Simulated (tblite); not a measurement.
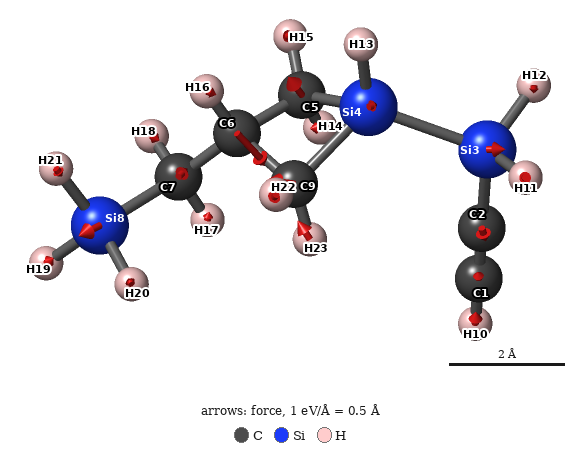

Starting geometry of C$_{6}$H$_{14}$Si$_{3}$ with the computed forces as red arrows. Style: ball-and-stick. Shown at a tilt.

The calculation used GFN2-xTB geometry optimisation, gas phase (tblite). 

What follows when this structure is relaxed?

Answer. It isn't relaxed: the largest force vector, on C6, is 1.98 eV/Å. The final displacements have little in common with the starting forces (cosine between the two patterns 0.13). After 143 geometry steps the energy has fallen by 0.366 eV. The atom that moves furthest after the best rigid fit is H10 (0.63 Å). By element the largest moves are H 0.63 Å, C 0.49 Å, Si 0.42 Å. Some distances before and after: Si3–Si4 2.267 → 2.310 Å, C5–C6 1.577 → 1.545 Å, C7–Si8 1.869 → 1.901 Å, Si4–C9 1.886 → 1.915 Å. Bond angles that change, for instance: C5–C6–C9 94.3° → 99.9°, Si4–C9–H22 115.1° → 119.6°, Si4–Si3–H11 109.1° → 113.3°.
